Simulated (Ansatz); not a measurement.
# NHCl (quartet): SPW92, PBE, r2SCAN over a scan of the distance Cl1–H2 along a hydrogen transfer, 6-31G, part 2 of 2

Ansatz 0.2.0, Gaussian basis; 6-31G, all electrons in the functionals. Earlier steps stand in the parts before.

### Step 18. PBE, 1.832 Å

File in.yaml:

```yaml
crystal:
  periodic: [false, false, false]
  atoms:
    - {symbol: Cl, position_ang: [0.000000, 0.000000, -1.598667]}
    - {symbol: H, position_ang: [0.000000, 0.000000, 0.233333]}
    - {symbol: N, position_ang: [0.000000, 0.000000, 1.365333]}
basis:
  gaussian: {orbitals: 6-31G}
magnetization: {spin_polarized: true, initial_magnetization: 3}
hamiltonian: {xc: {name: PBE}}
output: {orbitals: {seedname: orbitals}}
```

On the command line:

```
$ ansatz run in.yaml --threads 1 --pin off --events-out ev --progress --plain --max-ram 2816MiB --backend cpu
```

The program printed (excerpt; [...] marks lines left out):

```text
Functional definition: PBE
  name "PBE"
  cite "Perdew, Burke & Ernzerhof, Phys. Rev. Lett. 77, 3865 (1996) doi:10.1103/PhysRevLett.77.3865"
  parent pbe
[...]
304 factors; integrals over basis functions are off by at most 2.7e-4 eV
[...]
mean field -14015.87770107 eV, -515.0740052113 hartree, gradient 1.8e-5 eV, S^2 3.756131; 5 other end points of the search recorded, 0 dependent functions left out
reference -14015.87771866 eV, -515.0740058575 hartree; 14, 11 occupied and 10, 13 virtual orbitals, 304 factors
Total energy: -14015.87771866 eV, -515.0740058575 hartree
```

Wall time 0.92 s (1 thread of AMD EPYC 7R13, shared host).

From the report: ⟨S²⟩ of the determinant 3.756 (pure quartet: 3.75).

From 1.279 Å: +1.7 kcal/mol.

### Step 19. PBE, 1.924 Å

File in.yaml:

```yaml
crystal:
  periodic: [false, false, false]
  atoms:
    - {symbol: Cl, position_ang: [0.000000, 0.000000, -1.629333]}
    - {symbol: H, position_ang: [0.000000, 0.000000, 0.294667]}
    - {symbol: N, position_ang: [0.000000, 0.000000, 1.334667]}
basis:
  gaussian: {orbitals: 6-31G}
magnetization: {spin_polarized: true, initial_magnetization: 3}
hamiltonian: {xc: {name: PBE}}
output: {orbitals: {seedname: orbitals}}
```

Launched as before.

The program printed (excerpt; [...] marks lines left out):

```text
Functional definition: PBE
  name "PBE"
  cite "Perdew, Burke & Ernzerhof, Phys. Rev. Lett. 77, 3865 (1996) doi:10.1103/PhysRevLett.77.3865"
  parent pbe
[...]
304 factors; integrals over basis functions are off by at most 2.7e-4 eV
[...]
mean field -14015.75658353 eV, -515.0695542235 hartree, gradient 3.5e-6 eV, S^2 3.754820; 5 other end points of the search recorded, 0 dependent functions left out
reference -14015.75660113 eV, -515.0695548704 hartree; 14, 11 occupied and 10, 13 virtual orbitals, 304 factors
Total energy: -14015.75660113 eV, -515.0695548704 hartree
```

It took 0.96 s on 1 thread of AMD EPYC 7R13, shared host.

From the report: ⟨S²⟩ of the determinant 3.755 (pure quartet: 3.75).

From 1.279 Å: +4.5 kcal/mol.

### Step 20. r2SCAN, 1.189 Å

File in.yaml:

```yaml
crystal:
  periodic: [false, false, false]
  atoms:
    - {symbol: Cl, position_ang: [0.000000, 0.000000, -1.384333]}
    - {symbol: H, position_ang: [0.000000, 0.000000, -0.195333]}
    - {symbol: N, position_ang: [0.000000, 0.000000, 1.579667]}
basis:
  gaussian: {orbitals: 6-31G}
magnetization: {spin_polarized: true, initial_magnetization: 3}
hamiltonian: {xc: {name: r2SCAN}}
output: {forces: true}
```

Launched as before.

The program printed:

```text
Functional definition: r2SCAN
  name "r2SCAN"
  cite "Furness, Kaplan, Ning, Perdew & Sun, J. Phys. Chem. Lett. 11, 8208 (2020) doi:10.1021/acs.jpclett.0c02405"
  cite "Furness, Kaplan, Ning, Perdew & Sun, J. Phys. Chem. Lett. 11, 9248 (2020) doi:10.1021/acs.jpclett.0c03077"
  parent r2scan
  parameter k0 = 0.174
  parameter k1 = 0.065
  parameter a1 = 4.9479
  exchange = r2scan_x(k0 = k0, k1 = k1, a1 = a1)
  correlation = r2scan_c
304 factors; integrals over basis functions are off by at most 2.4e-4 eV
mean field evaluation 1: about -14020.9487 eV, gradient 7.4e0 eV
mean field evaluation 2: about -14021.1445 eV, gradient 5.7e0 eV
mean field evaluation 4: about -14021.3320 eV, gradient 3.8e-1 eV
mean field evaluation 8: about -14021.3244 eV, gradient 2.0e-3 eV
mean field -14021.32443252 eV, -515.2741689000 hartree, gradient 3.3e-5 eV, S^2 3.754439; 0 other end points of the search recorded, 0 dependent functions left out
the calculation of the forces begins
reference -14021.32443743 eV, -515.2741690804 hartree; 14, 11 occupied and 10, 13 virtual orbitals, 304 factors
Total energy: -14021.32443743 eV, -515.2741690804 hartree
Atom 0 at     0.000000     0.000000    -1.384333 Å, force     0.000000     0.000000    -5.707972 eV/Å
Atom 1 at     0.000000     0.000000    -0.195333 Å, force    -0.000000    -0.000000     5.103299 eV/Å
Atom 2 at     0.000000     0.000000     1.579667 Å, force     0.000000     0.000000     0.604673 eV/Å
Dipole moment:    -0.000000     0.000000     0.441976 e Å
```

Run time: 1.5 s. Hardware: 1 thread of AMD EPYC 7R13, shared host.

From the report: ⟨S²⟩ of the determinant 3.754 (pure quartet: 3.75).

### Step 21. r2SCAN, 1.279 Å

File in.yaml:

```yaml
crystal:
  periodic: [false, false, false]
  atoms:
    - {symbol: Cl, position_ang: [0.000000, 0.000000, -1.414267]}
    - {symbol: H, position_ang: [0.000000, 0.000000, -0.135467]}
    - {symbol: N, position_ang: [0.000000, 0.000000, 1.549733]}
basis:
  gaussian: {orbitals: 6-31G}
magnetization: {spin_polarized: true, initial_magnetization: 3}
hamiltonian: {xc: {name: r2SCAN}}
```

Launched as before.

The program printed (excerpt; [...] marks lines left out):

```text
Functional definition: r2SCAN
  name "r2SCAN"
  cite "Furness, Kaplan, Ning, Perdew & Sun, J. Phys. Chem. Lett. 11, 8208 (2020) doi:10.1021/acs.jpclett.0c02405"
  cite "Furness, Kaplan, Ning, Perdew & Sun, J. Phys. Chem. Lett. 11, 9248 (2020) doi:10.1021/acs.jpclett.0c03077"
  parent r2scan
[...]
304 factors; integrals over basis functions are off by at most 2.9e-4 eV
[...]
mean field -14021.60402671 eV, -515.2844437971 hartree, gradient 8.3e-6 eV, S^2 3.755146; 0 other end points of the search recorded, 0 dependent functions left out
reference -14021.60403163 eV, -515.2844439780 hartree; 14, 11 occupied and 10, 13 virtual orbitals, 304 factors
Total energy: -14021.60403163 eV, -515.2844439780 hartree
```

Wall time 0.87 s (1 thread of AMD EPYC 7R13, shared host).

From the report: ⟨S²⟩ of the determinant 3.755 (pure quartet: 3.75).

### Step 22. r2SCAN, 1.371 Å

File in.yaml:

```yaml
crystal:
  periodic: [false, false, false]
  atoms:
    - {symbol: Cl, position_ang: [0.000000, 0.000000, -1.445000]}
    - {symbol: H, position_ang: [0.000000, 0.000000, -0.074000]}
    - {symbol: N, position_ang: [0.000000, 0.000000, 1.519000]}
basis:
  gaussian: {orbitals: 6-31G}
magnetization: {spin_polarized: true, initial_magnetization: 3}
hamiltonian: {xc: {name: r2SCAN}}
output: {forces: true}
```

Launched as before.

The program printed:

```text
Functional definition: r2SCAN
  name "r2SCAN"
  cite "Furness, Kaplan, Ning, Perdew & Sun, J. Phys. Chem. Lett. 11, 8208 (2020) doi:10.1021/acs.jpclett.0c02405"
  cite "Furness, Kaplan, Ning, Perdew & Sun, J. Phys. Chem. Lett. 11, 9248 (2020) doi:10.1021/acs.jpclett.0c03077"
  parent r2scan
  parameter k0 = 0.174
  parameter k1 = 0.065
  parameter a1 = 4.9479
  exchange = r2scan_x(k0 = k0, k1 = k1, a1 = a1)
  correlation = r2scan_c
304 factors; integrals over basis functions are off by at most 3.1e-4 eV
mean field evaluation 1: about -14021.2097 eV, gradient 7.3e0 eV
mean field evaluation 2: about -14021.4116 eV, gradient 6.0e0 eV
mean field evaluation 4: about -14021.6420 eV, gradient 5.8e-1 eV
mean field evaluation 8: about -14021.6379 eV, gradient 3.3e-3 eV
mean field -14021.63788325 eV, -515.2856880019 hartree, gradient 2.2e-5 eV, S^2 3.756580; 0 other end points of the search recorded, 0 dependent functions left out
the calculation of the forces begins
reference -14021.63788819 eV, -515.2856881836 hartree; 14, 11 occupied and 10, 13 virtual orbitals, 304 factors
Total energy: -14021.63788819 eV, -515.2856881836 hartree
Atom 0 at     0.000000     0.000000    -1.445000 Å, force     0.000000    -0.000000     0.097236 eV/Å
Atom 1 at     0.000000     0.000000    -0.074000 Å, force    -0.000000     0.000000    -0.485152 eV/Å
Atom 2 at     0.000000     0.000000     1.519000 Å, force     0.000000    -0.000000     0.387917 eV/Å
Dipole moment:     0.000000    -0.000000     0.475482 e Å
```

Run time: 0.94 s. Hardware: 1 thread of AMD EPYC 7R13, shared host.

From the report: ⟨S²⟩ of the determinant 3.757 (pure quartet: 3.75).

From 1.279 Å: -0.8 kcal/mol.

### Step 23. r2SCAN, 1.463 Å

File in.yaml:

```yaml
crystal:
  periodic: [false, false, false]
  atoms:
    - {symbol: Cl, position_ang: [0.000000, 0.000000, -1.475667]}
    - {symbol: H, position_ang: [0.000000, 0.000000, -0.012667]}
    - {symbol: N, position_ang: [0.000000, 0.000000, 1.488333]}
basis:
  gaussian: {orbitals: 6-31G}
magnetization: {spin_polarized: true, initial_magnetization: 3}
hamiltonian: {xc: {name: r2SCAN}}
output: {forces: true}
```

The command is unchanged.

The program printed:

```text
Functional definition: r2SCAN
  name "r2SCAN"
  cite "Furness, Kaplan, Ning, Perdew & Sun, J. Phys. Chem. Lett. 11, 8208 (2020) doi:10.1021/acs.jpclett.0c02405"
  cite "Furness, Kaplan, Ning, Perdew & Sun, J. Phys. Chem. Lett. 11, 9248 (2020) doi:10.1021/acs.jpclett.0c03077"
  parent r2scan
  parameter k0 = 0.174
  parameter k1 = 0.065
  parameter a1 = 4.9479
  exchange = r2scan_x(k0 = k0, k1 = k1, a1 = a1)
  correlation = r2scan_c
304 factors; integrals over basis functions are off by at most 2.9e-4 eV
mean field evaluation 1: about -14021.1115 eV, gradient 7.1e0 eV
mean field evaluation 2: about -14021.3491 eV, gradient 5.6e0 eV
mean field evaluation 4: about -14021.5540 eV, gradient 7.6e-1 eV
mean field evaluation 8: about -14021.5527 eV, gradient 4.6e-3 eV
mean field -14021.55269606 eV, -515.2825574304 hartree, gradient 2.7e-5 eV, S^2 3.759096; 0 other end points of the search recorded, 0 dependent functions left out
the calculation of the forces begins
reference -14021.55270102 eV, -515.2825576126 hartree; 14, 11 occupied and 10, 13 virtual orbitals, 304 factors
Total energy: -14021.55270102 eV, -515.2825576126 hartree
Atom 0 at     0.000000     0.000000    -1.475667 Å, force     0.000000     0.000000     1.113771 eV/Å
Atom 1 at     0.000000     0.000000    -0.012667 Å, force     0.000000    -0.000000    -1.198882 eV/Å
Atom 2 at     0.000000     0.000000     1.488333 Å, force    -0.000000     0.000000     0.085110 eV/Å
Dipole moment:    -0.000000    -0.000000     0.480791 e Å
```

Run time: 0.94 s. Hardware: 1 thread of AMD EPYC 7R13, shared host.

From the report: ⟨S²⟩ of the determinant 3.759 (pure quartet: 3.75).

From 1.279 Å: +1.2 kcal/mol.

### Step 24. r2SCAN, 1.555 Å

File in.yaml:

```yaml
crystal:
  periodic: [false, false, false]
  atoms:
    - {symbol: Cl, position_ang: [0.000000, 0.000000, -1.506333]}
    - {symbol: H, position_ang: [0.000000, 0.000000, 0.048667]}
    - {symbol: N, position_ang: [0.000000, 0.000000, 1.457667]}
basis:
  gaussian: {orbitals: 6-31G}
magnetization: {spin_polarized: true, initial_magnetization: 3}
hamiltonian: {xc: {name: r2SCAN}}
```

The command is unchanged.

The program printed (excerpt; [...] marks lines left out):

```text
Functional definition: r2SCAN
  name "r2SCAN"
  cite "Furness, Kaplan, Ning, Perdew & Sun, J. Phys. Chem. Lett. 11, 8208 (2020) doi:10.1021/acs.jpclett.0c02405"
  cite "Furness, Kaplan, Ning, Perdew & Sun, J. Phys. Chem. Lett. 11, 9248 (2020) doi:10.1021/acs.jpclett.0c03077"
  parent r2scan
[...]
304 factors; integrals over basis functions are off by at most 2.9e-4 eV
[...]
mean field -14021.44239559 eV, -515.2785039631 hartree, gradient 2.6e-5 eV, S^2 3.762501; 3 other end points of the search recorded, 0 dependent functions left out
reference -14021.44240056 eV, -515.2785041454 hartree; 14, 11 occupied and 10, 13 virtual orbitals, 304 factors
Total energy: -14021.44240056 eV, -515.2785041454 hartree
```

Wall time 1.9 s (1 thread of AMD EPYC 7R13, shared host).

From the report: ⟨S²⟩ of the determinant 3.763 (pure quartet: 3.75).

From 1.279 Å: +3.7 kcal/mol.

### Step 25. r2SCAN, 1.647 Å

File in.yaml:

```yaml
crystal:
  periodic: [false, false, false]
  atoms:
    - {symbol: Cl, position_ang: [0.000000, 0.000000, -1.537000]}
    - {symbol: H, position_ang: [0.000000, 0.000000, 0.110000]}
    - {symbol: N, position_ang: [0.000000, 0.000000, 1.427000]}
basis:
  gaussian: {orbitals: 6-31G}
magnetization: {spin_polarized: true, initial_magnetization: 3}
hamiltonian: {xc: {name: r2SCAN}}
```

The command is unchanged.

The program printed (excerpt; [...] marks lines left out):

```text
Functional definition: r2SCAN
  name "r2SCAN"
  cite "Furness, Kaplan, Ning, Perdew & Sun, J. Phys. Chem. Lett. 11, 8208 (2020) doi:10.1021/acs.jpclett.0c02405"
  cite "Furness, Kaplan, Ning, Perdew & Sun, J. Phys. Chem. Lett. 11, 9248 (2020) doi:10.1021/acs.jpclett.0c03077"
  parent r2scan
[...]
304 factors; integrals over basis functions are off by at most 2.8e-4 eV
[...]
mean field -14021.36455471 eV, -515.2756433632 hartree, gradient 1.7e-5 eV, S^2 3.765405; 3 other end points of the search recorded, 0 dependent functions left out
reference -14021.36455966 eV, -515.2756435452 hartree; 14, 11 occupied and 10, 13 virtual orbitals, 304 factors
Total energy: -14021.36455966 eV, -515.2756435452 hartree
```

Wall time 1.7 s (1 thread of AMD EPYC 7R13, shared host).

From the report: ⟨S²⟩ of the determinant 3.765 (pure quartet: 3.75).

From 1.279 Å: +5.5 kcal/mol.

### Step 26. r2SCAN, 1.740 Å

File in.yaml:

```yaml
crystal:
  periodic: [false, false, false]
  atoms:
    - {symbol: Cl, position_ang: [0.000000, 0.000000, -1.568000]}
    - {symbol: H, position_ang: [0.000000, 0.000000, 0.172000]}
    - {symbol: N, position_ang: [0.000000, 0.000000, 1.396000]}
basis:
  gaussian: {orbitals: 6-31G}
magnetization: {spin_polarized: true, initial_magnetization: 3}
hamiltonian: {xc: {name: r2SCAN}}
output: {forces: true}
```

Same command.

The program printed:

```text
Functional definition: r2SCAN
  name "r2SCAN"
  cite "Furness, Kaplan, Ning, Perdew & Sun, J. Phys. Chem. Lett. 11, 8208 (2020) doi:10.1021/acs.jpclett.0c02405"
  cite "Furness, Kaplan, Ning, Perdew & Sun, J. Phys. Chem. Lett. 11, 9248 (2020) doi:10.1021/acs.jpclett.0c03077"
  parent r2scan
  parameter k0 = 0.174
  parameter k1 = 0.065
  parameter a1 = 4.9479
  exchange = r2scan_x(k0 = k0, k1 = k1, a1 = a1)
  correlation = r2scan_c
304 factors; integrals over basis functions are off by at most 2.8e-4 eV
mean field evaluation 1: about -14020.7337 eV, gradient 8.6e0 eV
mean field evaluation 2: about -14020.2337 eV, gradient 1.3e1 eV
mean field evaluation 4: about -14021.3228 eV, gradient 1.4e0 eV
mean field evaluation 8: about -14021.3348 eV, gradient 5.3e-3 eV
mean field evaluation 16: about -14018.9236 eV, gradient 1.2e1 eV
mean field evaluation 32: about -14021.3348 eV, gradient 3.6e-5 eV
mean field -14021.33482837 eV, -515.2745509405 hartree, gradient 3.6e-5 eV, S^2 3.765872; 5 other end points of the search recorded, 0 dependent functions left out
the calculation of the forces begins
reference -14021.33483332 eV, -515.2745511222 hartree; 14, 11 occupied and 10, 13 virtual orbitals, 304 factors
Total energy: -14021.33483332 eV, -515.2745511222 hartree
Atom 0 at     0.000000     0.000000    -1.568000 Å, force     0.000000     0.000000     0.928501 eV/Å
Atom 1 at     0.000000     0.000000     0.172000 Å, force    -0.000000    -0.000000    -0.144432 eV/Å
Atom 2 at     0.000000     0.000000     1.396000 Å, force     0.000000     0.000000    -0.784068 eV/Å
Dipole moment:    -0.000000     0.000000     0.361213 e Å
```

It took 1.9 s on 1 thread of AMD EPYC 7R13, shared host.

From the report: ⟨S²⟩ of the determinant 3.766 (pure quartet: 3.75).

From 1.279 Å: +6.2 kcal/mol.

### Step 27. r2SCAN, 1.832 Å

File in.yaml:

```yaml
crystal:
  periodic: [false, false, false]
  atoms:
    - {symbol: Cl, position_ang: [0.000000, 0.000000, -1.598667]}
    - {symbol: H, position_ang: [0.000000, 0.000000, 0.233333]}
    - {symbol: N, position_ang: [0.000000, 0.000000, 1.365333]}
basis:
  gaussian: {orbitals: 6-31G}
magnetization: {spin_polarized: true, initial_magnetization: 3}
hamiltonian: {xc: {name: r2SCAN}}
```

Launched as before.

The program printed (excerpt; [...] marks lines left out):

```text
Functional definition: r2SCAN
  name "r2SCAN"
  cite "Furness, Kaplan, Ning, Perdew & Sun, J. Phys. Chem. Lett. 11, 8208 (2020) doi:10.1021/acs.jpclett.0c02405"
  cite "Furness, Kaplan, Ning, Perdew & Sun, J. Phys. Chem. Lett. 11, 9248 (2020) doi:10.1021/acs.jpclett.0c03077"
  parent r2scan
[...]
304 factors; integrals over basis functions are off by at most 2.7e-4 eV
[...]
mean field -14021.31395428 eV, -515.2737838320 hartree, gradient 3.2e-5 eV, S^2 3.763678; 4 other end points of the search recorded, 0 dependent functions left out
reference -14021.31395923 eV, -515.2737840137 hartree; 14, 11 occupied and 10, 13 virtual orbitals, 304 factors
Total energy: -14021.31395923 eV, -515.2737840137 hartree
```

It took 1.6 s on 1 thread of AMD EPYC 7R13, shared host.

From the report: ⟨S²⟩ of the determinant 3.764 (pure quartet: 3.75).

From 1.279 Å: +6.7 kcal/mol.

### Step 28. r2SCAN, 1.924 Å

File in.yaml:

```yaml
crystal:
  periodic: [false, false, false]
  atoms:
    - {symbol: Cl, position_ang: [0.000000, 0.000000, -1.629333]}
    - {symbol: H, position_ang: [0.000000, 0.000000, 0.294667]}
    - {symbol: N, position_ang: [0.000000, 0.000000, 1.334667]}
basis:
  gaussian: {orbitals: 6-31G}
magnetization: {spin_polarized: true, initial_magnetization: 3}
hamiltonian: {xc: {name: r2SCAN}}
output: {forces: true}
```

Launched as before.

The program printed:

```text
Functional definition: r2SCAN
  name "r2SCAN"
  cite "Furness, Kaplan, Ning, Perdew & Sun, J. Phys. Chem. Lett. 11, 8208 (2020) doi:10.1021/acs.jpclett.0c02405"
  cite "Furness, Kaplan, Ning, Perdew & Sun, J. Phys. Chem. Lett. 11, 9248 (2020) doi:10.1021/acs.jpclett.0c03077"
  parent r2scan
  parameter k0 = 0.174
  parameter k1 = 0.065
  parameter a1 = 4.9479
  exchange = r2scan_x(k0 = k0, k1 = k1, a1 = a1)
  correlation = r2scan_c
304 factors; integrals over basis functions are off by at most 2.7e-4 eV
mean field evaluation 1: about -14019.3372 eV, gradient 1.6e1 eV
mean field evaluation 2: about -14012.5559 eV, gradient 3.3e1 eV
mean field evaluation 4: about -14021.1745 eV, gradient 1.9e0 eV
mean field evaluation 8: about -14021.2000 eV, gradient 4.2e-2 eV
mean field evaluation 16: about -14021.2000 eV, gradient 3.1e-5 eV
mean field evaluation 32: about -14020.7938 eV, gradient 3.9e0 eV
mean field -14021.19997814 eV, -515.2695952859 hartree, gradient 3.7e-6 eV, S^2 3.760516; 4 other end points of the search recorded, 0 dependent functions left out
the calculation of the forces begins
reference -14021.19998308 eV, -515.2695954676 hartree; 14, 11 occupied and 10, 13 virtual orbitals, 304 factors
Total energy: -14021.19998308 eV, -515.2695954676 hartree
Atom 0 at     0.000000     0.000000    -1.629333 Å, force    -0.000000     0.000000     0.278304 eV/Å
Atom 1 at     0.000000     0.000000     0.294667 Å, force     0.000000    -0.000000    -2.294583 eV/Å
Atom 2 at     0.000000     0.000000     1.334667 Å, force    -0.000000    -0.000000     2.016279 eV/Å
Dipole moment:    -0.000000    -0.000000     0.184225 e Å
```

Wall time 1.9 s (1 thread of AMD EPYC 7R13, shared host).

From the report: ⟨S²⟩ of the determinant 3.761 (pure quartet: 3.75).

From 1.279 Å: +9.3 kcal/mol.

### Step 29. The comparison

The yardstick is full CI for this spin, exact in this basis with these frozen cores. It and the other wave-function rows come from earlier runs at the same points. Energies in kcal/mol, counted from 1.279 Å; blanks weren't run or aren't comparable.

| level | 1.189 Å | 1.279 Å | 1.371 Å | 1.463 Å | 1.555 Å | 1.647 Å | 1.740 Å | 1.832 Å | 1.924 Å |
| --- | --- | --- | --- | --- | --- | --- | --- | --- | --- |
| FCI | 5.5 | 0.0 | 0.7 | 4.6 | 9.2 | 12.7 | 14.1 | 14.0 | 15.1 |
| SPW92 | 8.3 | 0.0 | -2.5 | -2.1 | -0.7 | 0.5 | 1.2 | 2.5 | 6.6 |
| PBE | 7.5 | 0.0 | -1.9 | -0.9 | 0.6 | 1.4 | 1.5 | 1.7 | 4.5 |
| r2SCAN | 6.4 | 0.0 | -0.8 | 1.2 | 3.7 | 5.5 | 6.2 | 6.7 | 9.3 |
| RHF | 3.4 | 0.0 | 3.2 | 10.3 | 19.1 | 28.1 | 35.7 | 29.8 | 25.2 |
| UHF | 3.5 | 0.0 | 2.8 | 9.0 | 16.0 | 21.6 | 24.3 | 23.6 | 22.2 |
| RMP2 | 5.0 | 0.0 | 1.4 | 6.4 | 12.5 | 17.9 | 17.6 | 18.2 | 17.7 |
| UMP2 | 5.0 | 0.0 | 1.3 | 6.1 | 12.0 | 16.8 | 18.5 | 17.3 | 17.0 |
| RCCSD | 5.4 | 0.0 | 0.8 | 4.9 | 9.8 | 13.6 | 15.1 | 14.5 | 15.4 |
| RCCSD(T) | 5.5 | 0.0 | 0.7 | 4.7 | 9.4 | 13.0 | 14.4 | 14.1 | 15.2 |
| UCCSD(T) | 5.5 | 0.0 | 0.7 | 4.7 | 9.4 | 12.9 | 14.3 | 14.1 | 15.2 |
| RCCSDT(Q) | 5.5 | 0.0 | 0.7 | 4.6 | 9.2 | 12.7 | 14.1 | 14.0 | 15.1 |
| UCCSDT(Q) | 5.5 | 0.0 | 0.7 | 4.6 | 9.2 | 12.7 | 14.1 | 14.0 | 15.1 |
| CASSCF valence | 4.9 | 0.0 | 1.4 | 6.1 | 11.7 | 16.3 | 18.5 | 18.6 | 19.1 |
| NEVPT2 valence | 5.7 | 0.0 | 0.5 | 4.2 | 8.7 | 12.2 | 13.7 | 14.0 | 15.5 |
| MRCISD+Q valence | 5.4 | 0.0 | 0.8 | 4.7 | 9.4 | 12.9 | 14.3 | 14.3 | 15.5 |
| NEVPT2 pair | 5.4 | 0.0 | 0.8 | 4.7 | 9.4 | 13.0 | 14.6 | 14.8 | 15.9 |

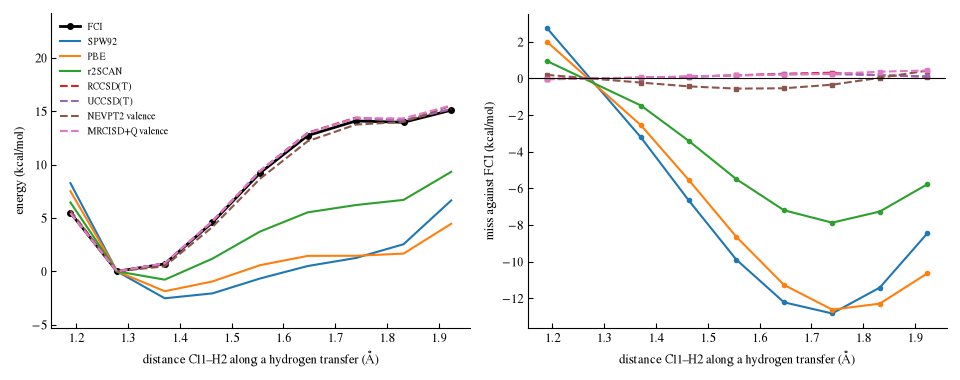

Left: the curves (the axis may cut off levels that run far away). Right: misses against FCI, in the same colours.

Largest miss and mean time a point (FCI took 35 s a point; shared hosts):

| level | largest miss (kcal/mol) | where | time a point |
| --- | --- | --- | --- |
| SPW92 | -12.8 | 1.740 Å | 0.57 s |
| PBE | -12.6 | 1.740 Å | 0.73 s |
| r2SCAN | -7.9 | 1.740 Å | 1.5 s |
| RHF | +21.6 | 1.740 Å |  |
| UHF | +10.2 | 1.740 Å |  |
| RMP2 | +5.2 | 1.647 Å |  |
| UMP2 | +4.4 | 1.740 Å |  |
| RCCSD | +1.0 | 1.740 Å |  |
| RCCSD(T) | +0.3 | 1.740 Å | 0.9 s |
| UCCSD(T) | +0.2 | 1.740 Å | 0.98 s |
| RCCSDT(Q) | 0.0 | 1.740 Å | 5.2 s |
| UCCSDT(Q) | 0.0 | 1.832 Å | 4.3 s |
| CASSCF valence | +4.6 | 1.832 Å |  |
| NEVPT2 valence | -0.6 | 1.555 Å | 0.97 s |
| MRCISD+Q valence | +0.4 | 1.924 Å | 2.6 s |
| NEVPT2 pair | +0.9 | 1.832 Å | 0.53 s |

### Step 30. Results

The summary covers parts 1 to 2.

```
              quantity                     value
 span of the FCI curve             15.1 kcal/mol
   largest miss, SPW92  -12.8 kcal/mol (1.740 Å)
     largest miss, PBE  -12.6 kcal/mol (1.740 Å)
  largest miss, r2SCAN   -7.9 kcal/mol (1.740 Å)
largest miss, RCCSD(T)   +0.3 kcal/mol (1.740 Å)
largest miss, UCCSD(T)   +0.2 kcal/mol (1.740 Å)
```

Of the functionals, r2SCAN keep the smallest largest miss at the points compared (at most 7.9 kcal/mol) and SPW92 strays most (12.8 kcal/mol, at 1.740 Å). Functionals and the yardstick converge differently with the basis, so part of each miss in 6-31G is the basis.
